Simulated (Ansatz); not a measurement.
Cost and result by functional for the surface energy of the (100) surface of tetragonal indium in its 1x1 cell, outermost plane spacing 1.66 Å in the ideal cut, in Ansatz (plane waves, PAW). Single points on the PBE structure, on one kind of machine; costs are rough ratios of the slab run's core time (references not counted) to the cheapest single point. r2SCAN's cost holds its higher cutoff (500 against 420 eV). Differences are taken against r2SCAN for comparison alone: no measured value is at hand, so the table doesn't rank accuracy.

Model: 7-atom slab, 10.0 Å thick at the start (thin: gaps and levels are the slab's own), 11x8x1 mesh, Fermi-Dirac 0.1 eV, dipole correction, all atoms relaxed; held to the start's symmetry, so lower structures may exist; no spin, no spin-orbit, no U. These notes are the PBE run's.

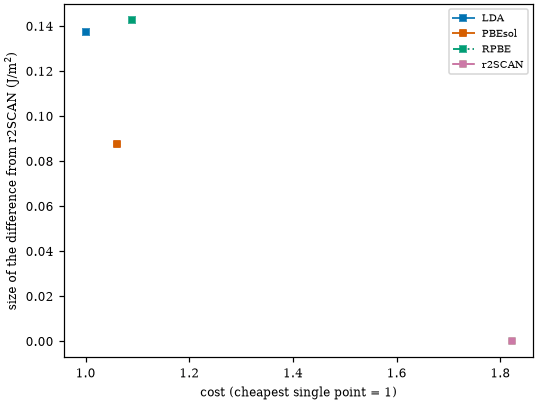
*Difference from r2SCAN against cost*

| functional | relative cost | surface energy (J/m²) | less r2SCAN (J/m²) |
|---|---|---|---|
| LDA | 1 | 0.56 | 0.14 |
| PBEsol | 1 | 0.51 | 0.09 |
| RPBE | 1 | 0.28 | -0.14 |
| r2SCAN | 2 | 0.42 | 0.00 |
| PBE (the relaxed run's value) | – | 0.38 | -0.04 |

The values span 0.28 J/m², while the single points' costs differ by a factor of roughly 2. Differences are of unrounded values.

Ansatz is a program for electronic structure.
